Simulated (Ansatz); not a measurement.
**SnPt (model cell, started as zinc blende): a soft mode frozen in**

Wanted: the energy along a soft mode of SnPt (model cell, started as zinc blende) and the structure at the end.

Method: DFT LDA, scalar-relativistic, plane waves, PAW, in Ansatz 0.2.0.

The structure was built from a prototype and need not be the compound's stable phase.

**1. Starting point**

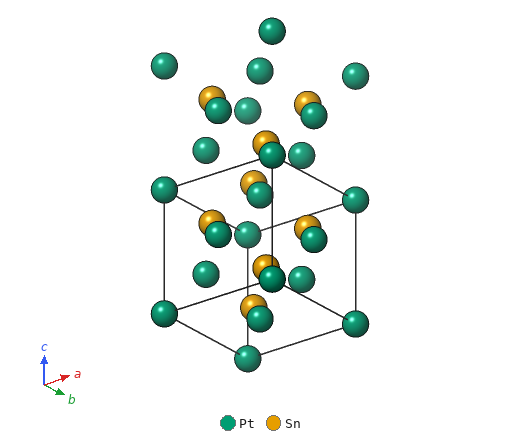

Start, viewed from a free direction; platinum teal, tin orange. 1×1×2 cells are drawn. This picture shows the conventional cell, with its axes. Some periodic images of atoms are drawn too.

**2. The dispersion**

The cell comes from relaxations at this level that are not shown. Stability and thermal properties need the whole zone. Linear response on a 4×4×4 q mesh gives force constants as far as a supercell of that size would.

The input, input.yaml:

```yaml
crystal:
  lattice:
    - [0.0, 2.9533293504, 2.9533293504]
    - [2.9533293504, 0.0, 2.9533293504]
    - [2.9533293504, 2.9533293504, 0.0]
  atoms:
    - { symbol: Pt, position: [0.0, 0.0, 0.0] }
    - { symbol: Sn, position: [0.25, 0.25, 0.25] }
kpoints:
  mp_grid: { grid: [12, 12, 12] }
hamiltonian:
  xc: lda
scf:
  occupations: { method: methfessel_paxton, width: 0.15 }
output:
  eigenvalues: true
phonons:
  method: dfpt
  qmesh: [4, 4, 4]
  temperatures: { t_max: 1000, t_step: 50 }
  qpath:
    path:
      - [[0.0, 0.0, 0.0], [-0.5, -0.5, 0.0], [-0.375, -0.375, 0.25]]
      - [[-0.375, 0.0, 0.375], [0.0, 0.0, 0.0], [0.0, 0.0, 0.5], [-0.5, -0.25, 0.25], [-0.5, -0.5, 0.0]]
    npoints: 10
```

Launch:

```bash
$ ansatz run input.yaml --threads 4 --pin off --max-ram 7168MiB --backend cpu --events-out ev --progress --plain --runs-dir out
```

Numbers of over 12 decimals in the logs are rounded to 6 here.

The log of the run:

```text
Warning: phonons: the dynamical matrix that this run interpolates holds no multipole term above the dipole-dipole one, and a site of this crystal is no centre of inversion, so its interpolated transverse optical and acoustic branches and sound speeds can stay off near Gamma, and the density of states and the thermodynamics with them. What a run solves at a wave vector of phonons.qpoints, Gamma apart, where the deck admits one, is free of this, and under fd what a larger phonons.supercell samples
Engine: ansatz 0.2.0, aarch64-unknown-linux-gnu
Pseudopotentials: kind: paw
Pseudopotential: Pt, paw, valence charge 18, recommended cutoff 420 eV (normal), Pt.paw.azcp
Pseudopotential: Sn, paw, valence charge 14, recommended cutoff 420 eV (normal), Sn.paw.azcp
Functional definition: SPW92
  exchange = slater_x
  correlation = pw_c
Crystal: 2 atoms, lattice volume = 51.519 Å³
Basis set: ecut = 420 eV, 965 PW (Γ), exchange–correlation on 60×60×60 points (8 copies of the dense FFT grid, shifted against one another)
Bands: 20, of which v1, the nominal top of the filled ones, is band 16 counted from 1 (15 counted from 0)
Symmetry: 24 space group operations
k-points: 72 of 1728 (time reversal used)
Non-local potential: Pt, projectors of the file, l = 0: 3, l = 1: 2, l = 2: 2, l = 3: 1
Non-local potential: Sn, projectors of the file, l = 0: 2, l = 1: 2, l = 2: 2, l = 3: 2
PAW form: soft (Blöchl's): semilocal exchange-correlation on the pseudo side does not see the compensation charge
PAW frozen core: Pt, regenerated for the run's functional, and the local potential with it (the file was generated under x = pbe(κ = 0.804, μ = 0.219515), c = pbe(β = 0.066725))
PAW frozen core: Sn, regenerated for the run's functional, and the local potential with it (the file was generated under x = pbe(κ = 0.804, μ = 0.219515), c = pbe(β = 0.066725))
PAW one-centre angular grid: Pt, 590 points (default); XC on 64 Gauss nodes
PAW one-centre angular grid: Sn, 590 points (default); XC on 64 Gauss nodes
Initial density: superposition of atomic densities (neutral atoms: chi_scale 0, normalization atom), corrected by the library's trained network
Initial wavefunctions: pseudopotential atomic-orbital guess
Functional: x = slater, c = lda
SCF iter   1: F=—  HF=-18124.568576 eV  |F-HF|=—  |Δ(HF+E_count)|=         —  Δρ=5.76e-3  dr2=9.61e-3  ethr=1.77e-3  ⟨swp⟩=5.6  Hψ=6649  notcnv=0
preconditioner: auto → Kerker (q_TF=auto, 2.520 Å⁻¹)  [metal: Δε(μ)=0.056 eV  Ē_g=15.407 eV  σ=0.150 eV  W_gap=0.30  n_scr=14 (ndim 8)  ℏωp=25.3 eV  f_vac=0.040  D(μ)=0.90/eV (n_scr^D=0)]
SCF iter   2: F=—  HF=-18124.565278 eV  |F-HF|=—  |Δ(HF+E_count)|=   3.30e-3  S|Δr|=    0.00e0  Δρ=2.57e-3  dr2=1.34e-3  ethr=3.00e-5  ⟨swp⟩=2.0  Hψ=2593  notcnv=0
SCF iter   3: F=—  HF=-18124.564899 eV  |F-HF|=—  |Δ(HF+E_count)|=   3.79e-4  S|Δr|=    0.00e0  Δρ=6.67e-4  dr2=1.36e-4  ethr=4.19e-6  ⟨swp⟩=2.0  Hψ=1792  notcnv=0
SCF iter   4: F=—  HF=-18124.564874 eV  |F-HF|=—  |Δ(HF+E_count)|=   2.49e-5  S|Δr|=    0.00e0  Δρ=1.26e-4  dr2=9.39e-6  ethr=4.24e-7  ⟨swp⟩=2.5  Hψ=2327  notcnv=0
SCF iter   5: F=—  HF=-18124.564870 eV  |F-HF|=—  |Δ(HF+E_count)|=   4.68e-6  S|Δr|=    0.00e0  Δρ=4.96e-5  dr2=1.78e-6  ethr=2.94e-8  ⟨swp⟩=2.3  Hψ=2135  notcnv=0
SCF iter   6: F=—  HF=-18124.564869 eV  |F-HF|=—  |Δ(HF+E_count)|=   2.41e-7  S|Δr|=    0.00e0  Δρ=1.42e-5  dr2=1.79e-7  ethr=5.55e-9  ⟨swp⟩=2.2  Hψ=2205  notcnv=0
SCF iter   7: F=—  HF=-18124.564869 eV  |F-HF|=—  |Δ(HF+E_count)|=   2.31e-8  S|Δr|=    0.00e0  Δρ=4.20e-6  dr2=1.50e-8  ethr=5.60e-10  ⟨swp⟩=2.2  Hψ=1966  notcnv=0
SCF iter   8: F=—  HF=-18124.564869 eV  |F-HF|=—  |Δ(HF+E_count)|=  8.62e-10  S|Δr|=    0.00e0  Δρ=1.12e-6  dr2=1.14e-9  ethr=4.69e-11  ⟨swp⟩=2.0  Hψ=2280  notcnv=0
SCF iter   9: F=—  HF=-18124.564869 eV  |F-HF|=—  |Δ(HF+E_count)|=  1.86e-10  S|Δr|=    0.00e0  Δρ=2.64e-7  dr2=5.19e-11  ethr=3.55e-12  ⟨swp⟩=2.1  Hψ=1706  notcnv=0
SCF iter  10: F=-18124.564869 eV  HF=-18124.564869 eV  |F-HF|=0.00e0  |Δ(HF+E_count)|=  1.46e-11  S|Δr|=    0.00e0  Δρ=9.19e-8  dr2=6.72e-12  ethr=1.00e-12  ⟨swp⟩=6.8  Hψ=6327  notcnv=0
SCF 1 converged in 10 iterations: F = -18124.564869 eV  dr2 = 6.72e-12
  greatest PAW one-centre occupation: 1.000 electrons in one spin orbital (limit 2), on the Pt atom at site 0 (counted from 0), in its partial waves of l = 0
Initial density: read from a saved state, or passed on in memory by an earlier SCF of this step, an earlier step, the calling program or the single point that the run made first
iter 1 solved again at ethr=2.13e-7 eV; its pass at ethr=3.10e-3 eV (dr2=6.83e-5 eV) is discarded
SCF iter   1: F=—  HF=-18124.564871 eV  |F-HF|=—  |Δ(HF+E_count)|=         —  Δρ=1.12e-6  dr2=5.90e-10  ethr=2.13e-7  ⟨swp⟩=3.0  Hψ=10283  notcnv=0
eigensolver tolerance schedule: the retry pair's looser diagonalisation over-reported the residual by 115683.39 of it (diagonalisation noise at an unbounded share of the residual, at the tolerance the schedule requests for it); recorded, not acted on — ethr = c·dr2/N_el stays at c = 1.0e-1
preconditioner: auto → Kerker (q_TF=auto, 2.520 Å⁻¹)  [metal: Δε(μ)=0.056 eV  Ē_g=15.444 eV  σ=0.150 eV  W_gap=0.31  n_scr=14 (ndim 8)  ℏωp=25.3 eV  f_vac=0.032  D(μ)=0.92/eV (n_scr^D=0)]
SCF iter   2: F=—  HF=-18124.564869 eV  |F-HF|=—  |Δ(HF+E_count)|=   2.05e-6  S|Δr|=    0.00e0  Δρ=8.12e-7  dr2=3.72e-10  ethr=1.84e-12  ⟨swp⟩=4.0  Hψ=4101  notcnv=0
SCF iter   3: F=—  HF=-18124.564869 eV  |F-HF|=—  |Δ(HF+E_count)|=  7.28e-11  S|Δr|=    0.00e0  Δρ=4.51e-7  dr2=9.99e-11  ethr=1.16e-12  ⟨swp⟩=1.0  Hψ=1440  notcnv=0
SCF iter   4: F=-18124.564869 eV  HF=-18124.564869 eV  |F-HF|=7.28e-12  |Δ(HF+E_count)|=  1.46e-11  S|Δr|=    0.00e0  Δρ=1.35e-7  dr2=5.91e-12  ethr=1.00e-12  ⟨swp⟩=2.8  Hψ=4250  notcnv=0
SCF 2 converged in 4 iterations: F = -18124.564869 eV  dr2 = 5.91e-12
phonons: the bands overlap, so this run is a metal and interpolates without the dipole-dipole term. If the crystal is really an insulator or semiconductor, its LO-TO splitting is missing
NSCF: frozen V_eff on 72 k-points
NSCF: frozen V_eff on 163 k-points
DFPT response loops at q = (0, 0, 0) (fractional): preconditioner auto → Kerker (q_TF=auto, 2.520 Å⁻¹) (partly filled bands, converged f_vac=0.032); β = 1.00, the filter's whole step (`scf.mixing.beta` (0.50) is not read by the response loops under this deck's `scf.mixing.preconditioner`; to damp them name `kerker` or `kerker_dos`, under which they read `scf.mixing.beta`, and type it under 1.00, their step now; both keys bind the ground state too); Broyden in place of MSR1
NSCF: frozen V_eff on 1872 k-points
DFPT response loops at q = (0, 0, 0.25) (fractional): mixed as the last ones told, above
NSCF: frozen V_eff on 952 k-points
DFPT response loops at q = (0, 0, -0.5) (fractional): mixed as the last ones told, above
NSCF: frozen V_eff on 1020 k-points
DFPT response loops at q = (0, 0.25, 0.25) (fractional): mixed as the last ones told, above
NSCF: frozen V_eff on 3456 k-points
DFPT response loops at q = (0, 0.25, -0.5) (fractional): mixed as the last ones told, above
NSCF: frozen V_eff on 1872 k-points
DFPT response loops at q = (0, 0.25, -0.25) (fractional): mixed as the last ones told, above
NSCF: frozen V_eff on 560 k-points
DFPT response loops at q = (0, -0.5, -0.5) (fractional): mixed as the last ones told, above
NSCF: frozen V_eff on 1020 k-points
DFPT response loops at q = (0.25, -0.5, -0.25) (fractional): mixed as the last ones told, above
SCF converged after 10 iterations
Stability not checked: this state was not tested for a lower state beside it, because cold or Methfessel-Paxton smearing, or corrected tetrahedra, fill the levels in a way that the test cannot read (fill_not_monotonic; see scf.lower_state_search)
Free energy (F): -18124.564869 eV
Harris-Foulkes:  -18124.564869 eV  (|F-HF|=0.00e0)
Internal energy: -18124.565042 eV  (E = F + TS)
E sigma→0 (E₀):  -18124.564912 eV
Entropy (-TS):   0.000173 eV (0.086 meV/atom)
Fermi energy:    11.028806 eV
--- Per-component energies (eV) ---
  E_band       = -421.842139
  E_kinetic    = 829.840200
  E_local      = -3469.228510  (includes V_loc(G=0)·N_el)
  E_nonlocal   = 180.786654
  E_hartree    = 1546.738478
  E_xc         = -638.946271
  E_vxc        = -400.853875  (∫ρ·V_xc dr)
  E_paw        = -13175.888027  (= ΣΔE_a)
  E_vpaw       = -655.863700  (= ΣTr[D̂ρ^β])
  E_aug_tail   = 0.000157  (compensation charges beyond the density's cutoff)
  E_ewald      = -3398.756491
  E_core_change = 0.888768  (= ΣΔE_core)
  E_smearing   = 0.000173  (= −TS)
  E_closure    = 0.000000  (closes the sum)
  Σ components = -18124.564869   (vs F -18124.564869, Δ=0.00e0)
--- Band table (eV; the first three rows and the last of 72) ---
  k-point 0: bands = [... 12 lower, 7.0044, 8.3134, 8.3134, 16.2667, 16.9221, 16.9221, 16.9221, 18.0081]
  k-point 1: bands = [... 12 lower, 7.0299, 8.3034, 8.3034, 15.2945, 16.5359, 16.5359, 16.7379, 18.3825]
  k-point 2: bands = [... 12 lower, 7.0961, 8.2843, 8.2843, 13.5565, 15.8882, 15.8882, 16.6388, 18.9511]
  k-point 71: bands = [... 12 lower, 7.7869, 8.3237, 8.6314, 9.7830, 10.1387, 11.5359, 19.2947, 19.5984]
--- Phonons (Γ-DFPT): 2 representative perturbations + reference (Σ response iterations 6) ---
  ASR residual: 8.878e-5 → 0.000e0 eV/Å²; symmetrization residual: 4.557e-5 eV/Å²
  ASR residual per site (eV/Å²): 8.88e-5 2.09e-5
  Γ frequencies (cm⁻¹): 0.00 0.00 0.00 191.17 191.17 191.17
--- Phonons (arbitrary-q DFPT): 8 irreducible q on the 4×4×4 mesh ---
  q = [0.0000, 0.0000, 0.0000] (star 1, of the zone-centre solve; hermiticity 9.19e-6, symmetrization 3.48e-12): 0.00 0.00 0.00 191.17 191.17 191.17
  q = [0.0000, 0.0000, 0.2500] (star 8, 2 solved perturbations on 936 of 1728 k-point pairs; hermiticity 4.05e-6, symmetrization 3.14e-13): -10.22 -10.22 70.27 189.10 192.48 192.48
  q = [0.0000, 0.0000, -0.5000] (star 4, 2 solved perturbations on 476 of 1728 k-point pairs; hermiticity 4.86e-6, symmetrization 5.54e-13): 6.84 6.84 103.29 177.21 191.01 191.01
  q = [0.0000, 0.2500, 0.2500] (star 6, 4 solved perturbations in 1608 linear systems a pass and spin channel, the states on 510 of 1728 k-point pairs; hermiticity 6.85e-6, symmetrization 2.45e-13): -15.40 -15.40 81.75 186.66 191.65 191.65
  q = [0.0000, 0.2500, -0.5000] (star 24, 4 solved perturbations in 5328 linear systems a pass and spin channel, the states on 1728 of 1728 k-point pairs; hermiticity 3.71e-6, symmetrization 2.55e-13): -14.58 -9.03 112.32 173.53 189.69 190.24
  q = [0.0000, 0.2500, -0.2500] (star 12, 4 solved perturbations in 2892 linear systems a pass and spin channel, the states on 936 of 1728 k-point pairs; hermiticity 3.47e-6, symmetrization 3.58e-12): -13.53 -11.15 101.24 178.44 191.08 191.18
  q = [0.0000, -0.5000, -0.5000] (star 3, 4 solved perturbations in 886 linear systems a pass and spin channel, the states on 280 of 1728 k-point pairs; hermiticity 2.89e-6, symmetrization 3.93e-13): -21.01 -21.01 123.30 165.67 188.31 188.31
  q = [0.2500, -0.5000, -0.2500] (star 6, 4 solved perturbations in 1544 linear systems a pass and spin channel, the states on 510 of 1728 k-point pairs; hermiticity 3.18e-6, symmetrization 1.31e-12): -22.85 14.35 125.36 166.41 189.09 190.25
  sum rule: each row above includes the acoustic sum rule's correction from the zone centre's row sums; it moved no ω² by more than (0.35 cm⁻¹)²
  mesh force constants: q→R imaginary residual 2.64e-18; ASR residual 8.878e-5 → 0.000e0 eV/Å²; symmetrization residual 5.329e-15 eV/Å²
  interpolated dispersion: 62 rows × 6 modes
  density of states and harmonic sums: on the 20×20×20 q-mesh, interpolated from the force constants of a 4×4×4 supercell (no non-analytic term)
  largest difference from the sums on the solved wave vectors: F 6.07e-2 eV, S 7.22e-5 and C_V 1.16e-5 eV/K
  zero-point energy: 0.041071 eV/cell   skipped modes (ω ≤ 0): 437, of them read as no rigid motion or as one in doubt: 434 (1.663e0 modes/cell left out, lowest -22.85 cm⁻¹)   left out of the sums: 2.77e-1 of the cell's modes: C_V's classical limit lies that fraction below 3 k_B per atom; for a crystal, a wire or a layer, F and S can be off by more, and a phonons.interpolated_qmesh denser along its periods is the remedy for the sampling
```

Run time: 6.4 min. Hardware: 4 threads of Arm Neoverse V2, shared host; peak memory 3.9 GiB; 25 min of CPU time.

Numbers from this step:

```yaml
volume_per_atom: 25.76 Å³
gap_on_the_k_mesh: 0 eV
sum_rule_residual_before_enforcement: 8.88e-5 eV/Å²
lowest_frequency_on_the_path: -22.85 cm⁻¹
point_group: -43m
highest_frequency_on_the_path_or_at_a_solved_wavevector: 192.6 cm⁻¹
highest_optical_mode_at_the_zone_centre_no_lo_to_term: 191.2 cm⁻¹
lowest_optical_zone_centre_mode: 191.2 cm⁻¹
lowest_mode_on_the_q_mesh_acoustic_modes_at_gamma_apart: -22.85 cm⁻¹
```

Frequencies (cm⁻¹) solved at each irreducible wavevector; negative means imaginary. Frequencies by wavevector, by row:

```csv
q in reciprocal lattice units,star,mode 1,mode 2,mode 3,mode 4,mode 5,mode 6
0 0 0,1,0,0,0,191.2,191.2,191.2
0 0 0.25,8,-10.2,-10.2,70.3,189.1,192.5,192.5
0 0 -0.5,4,6.8,6.8,103.3,177.2,191,191
0 0.25 0.25,6,-15.4,-15.4,81.8,186.7,191.7,191.7
0 0.25 -0.5,24,-14.6,-9,112.3,173.5,189.7,190.2
0 0.25 -0.25,12,-13.5,-11.2,101.2,178.4,191.1,191.2
0 -0.5 -0.5,3,-21,-21,123.3,165.7,188.3,188.3
0.25 -0.5 -0.25,6,-22.9,14.3,125.4,166.4,189.1,190.2
```

Interpolated from a 4×4×4 q mesh. The phonon branches at the labelled points (cm⁻¹):

```csv
point,branch 1,branch 2,branch 3,branch 4,branch 5,branch 6
Γ,0,0,0,191,191,191
X,-21,-21,123,166,188,188
U,-15,-13,123,167,189,190
jump to K,-15,-13,123,167,189,190
Γ,0,0,0,191,191,191
L,7,7,103,177,191,191
W,-23,14,125,166,189,190
X,-21,-21,123,166,188,188
```

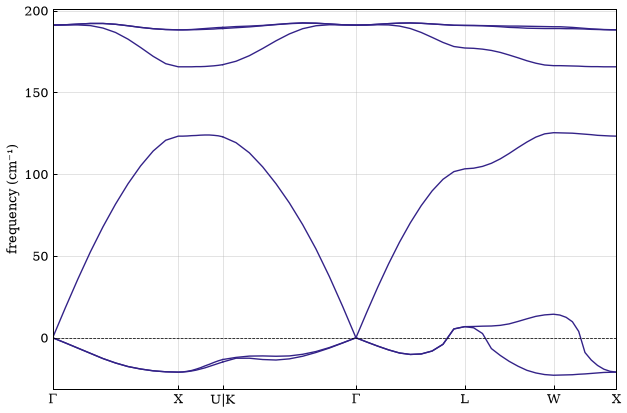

Phonon branches along the path.

Symmetry leaves 8 wavevectors to solve. The lowest mode among them, the acoustic zeros apart, lies at q = (0.25, -0.5, -0.25) and is imaginary, 22.9i cm⁻¹, so the energy falls along it.

**3. The mode frozen in, largest atomic shift 0 Å**

The mode followed lies at q = (0, -0.5, -0.5) with frequency 21.0i cm⁻¹ and is 2-fold degenerate, one of the unstable modes though not the softest. At small amplitude the distorted cell has space group no. 4 by a symmetry search on the positions. The undistorted cell that holds it gives the zero of energy on the same k mesh.

System of this step: SnPt (model cell, started as zinc blende). It takes space group F-43m (No. 216, cubic). The conventional cell has a = 5.907 Å, b = 5.907 Å, c = 5.907 Å, α = 90.00°, β = 90.00°, γ = 90.00°. Nearest to Pt lie 4 Sn at 2.56 Å. Nearest to Sn lie 4 Pt at 2.56 Å. Farther neighbours are not listed.

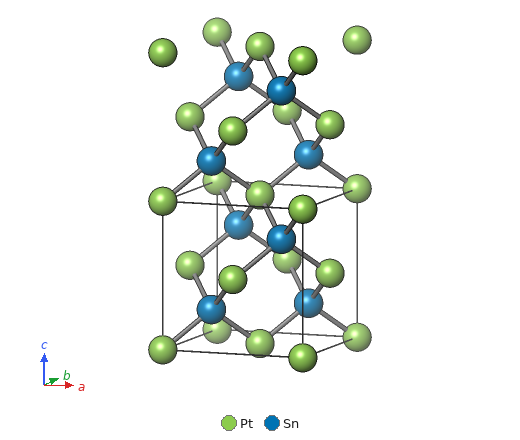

The cell of this step (platinum green, tin blue). Bonds to atoms that aren't drawn are left out. 1×1×2 conventional cells are drawn. Some periodic images of atoms are drawn too.

The input, input.yaml:

```yaml
crystal:
  lattice:
    - [0.0, -2.9533293504, -2.9533293504]
    - [0.0, 2.9533293504, -2.9533293504]
    - [5.9066587008, 0.0, 0.0]
  atoms:
    - { symbol: Pt, position: [0.5, 0.5, 0.5] }
    - { symbol: Pt, position: [0.0, 0.0, 0.0] }
    - { symbol: Sn, position: [0.0, 0.5, 0.75] }
    - { symbol: Sn, position: [0.5, 0.0, 0.25] }
kpoints:
  mp_grid: { grid: [10, 10, 6] }
hamiltonian:
  xc: lda
scf:
  occupations: { method: methfessel_paxton, width: 0.15 }
output:
  forces: true
  stress: true
  eigenvalues: true
```

The log of the run:

```text
[...]
Crystal: 4 atoms, lattice volume = 103.038 Å³
Basis set: ecut = 420 eV, 1963 PW (Γ)
Bands: 39, of which v1, the nominal top of the filled ones, is band 32 counted from 1 (31 counted from 0)
Symmetry: 16 space group operations
[...]
k-points: 84 of 600 (time reversal used)
[...]
k-point 0: bands = [... 28 lower, 8.4412, 8.6688, 8.9423, 11.4040, 11.4040, 16.2671, 16.3259, 16.7348, ... 3 higher]
  k-point 1: bands = [... 28 lower, 8.3249, 8.4326, 9.8092, 11.6824, 11.6824, 15.5133, 15.9605, 15.9605, ... 3 higher]
  k-point 2: bands = [... 28 lower, 8.3472, 8.4094, 11.1634, 12.4146, 12.4146, 14.2447, 14.6555, 14.6555, ... 3 higher]
  k-point 83: bands = [... 28 lower, 8.6329, 8.6329, 9.7849, 9.7849, 10.1384, 10.1384, 11.5379, 11.5379, ... 3 higher]
[key lines of the parts left out:]
SCF converged after 6 iterations
Free energy (F): -36249.133568 eV
Fermi energy:    11.071628 eV
P = ⅓ Tr σ = 0.0490 GPa (0.490 kbar)
```

The job ended after 6.2 s (4 threads; peak memory 0.51 GiB; 24 s of CPU time).

This step gave:

```
pressure                         : 0.04904 GPa
energy from the undistorted cell : 0 meV/atom
```

The run ends at a pressure of 0.05 GPa.

**4. The mode frozen in, largest atomic shift 0.22 Å**

The atoms are moved along the unstable eigenvector, the largest shift by 0.22 Å, with the cell fixed.

input.yaml, the sections that differ from step 3:

```yaml
crystal:
  lattice:
    - [0.0, -2.9533293504, -2.9533293504]
    - [0.0, 2.9533293504, -2.9533293504]
    - [5.9066587008, 0.0, 0.0]
  atoms:
    - { symbol: Pt, position: [0.5338517521, 0.4677457148, 0.5] }
    - { symbol: Pt, position: [-0.0338517521, 0.0322542852, 0.0] }
    - { symbol: Sn, position: [0.0381350271, 0.5363354321, 0.75] }
    - { symbol: Sn, position: [0.4618649729, -0.0363354321, 0.25] }
# kpoints, hamiltonian, scf, output: as in step 3
```

The log of the run:

```text
[...]
Crystal: 4 atoms, lattice volume = 103.038 Å³
Basis set: ecut = 420 eV, 1963 PW (Γ)
Bands: 39, of which v1, the nominal top of the filled ones, is band 32 counted from 1 (31 counted from 0)
Symmetry: 2 space group operations
[...]
k-points: 208 of 600 (time reversal used)
[...]
k-point 0: bands = [... 28 lower, 8.4886, 8.6765, 8.9977, 11.4273, 11.5811, 15.5575, 16.1660, 16.2657, ... 3 higher]
  k-point 1: bands = [... 28 lower, 8.4458, 8.4803, 9.8284, 11.6917, 11.8019, 15.1834, 15.5320, 15.7931, ... 3 higher]
  k-point 2: bands = [... 28 lower, 8.4222, 8.4584, 11.1592, 12.3788, 12.4073, 14.2950, 14.3259, 14.5628, ... 3 higher]
  k-point 207: bands = [... 28 lower, 8.6616, 8.6616, 9.8194, 9.8194, 10.2415, 10.2415, 11.5508, 11.5508, ... 3 higher]
[key lines of the parts left out:]
SCF converged after 6 iterations
Free energy (F): -36249.142335 eV
Fermi energy:    11.094481 eV
P = ⅓ Tr σ = -1.7514 GPa (-17.514 kbar)
```

It took 15 s on 4 threads; peak memory 0.79 GiB.

Numbers from this step:

- pressure: -1.751 GPa
- energy from the undistorted cell: -2.235 meV/atom

The energy, extrapolated to zero smearing, is -2.23 meV/atom against the undistorted cell.

The run ends at a pressure of -1.75 GPa, with forces up to 0.031 eV/Å.

**5. Energy along the mode, all amplitudes (two of the runs are shown above)**

An imaginary frequency means negative curvature, so the energy should fall and then rise again as anharmonic terms take over.

This step gave:

* depth at the lowest point sampled: 2.235 meV/atom
* largest atomic shift at that point: 0.22 Å

Energy from the parent against largest atomic shift:

```csv
largest atomic shift (Å),energy from the parent (meV/atom)
0.000,0
0.040,-0.183
0.080,-0.683
0.140,-1.70
0.220,-2.23
0.320,2.24
0.450,24.8
```

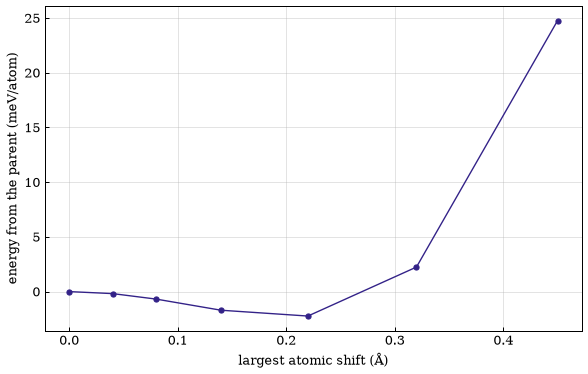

Energy from the parent, plotted against largest atomic shift.

Displacement at unit largest shift by atom:

```csv
atom,x (Å),y (Å),z (Å),size
Pt1,0.00,-0.89,-0.02,0.89
Pt2,0.00,0.89,0.02,0.89
Sn3,0.00,-0.02,-1.00,1.00
Sn4,0.00,0.02,1.00,1.00
```

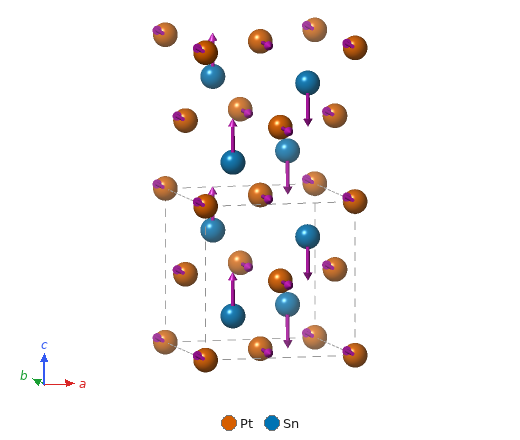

Displacement at unit largest shift as arrows, the longest 1.00 Å. 1×1×2 conventional cells are drawn. Some periodic images of atoms are drawn too.

The lowest of the steps tried is at 0.22 Å, 2.23 meV/atom below the parent; the bottom of the well need not coincide with a step.

(Part 1 of 3 ends here.)

[Logs are printed without paths, hosts, clocks, repeated set-up lines and the standing remarks that a program may print on its own settings, such as how far it seeks lower states.]

[Hosts, paths, dates, database ids (printed as entryN), source tags and the programs' standing remarks are cut or masked in the printed files.]
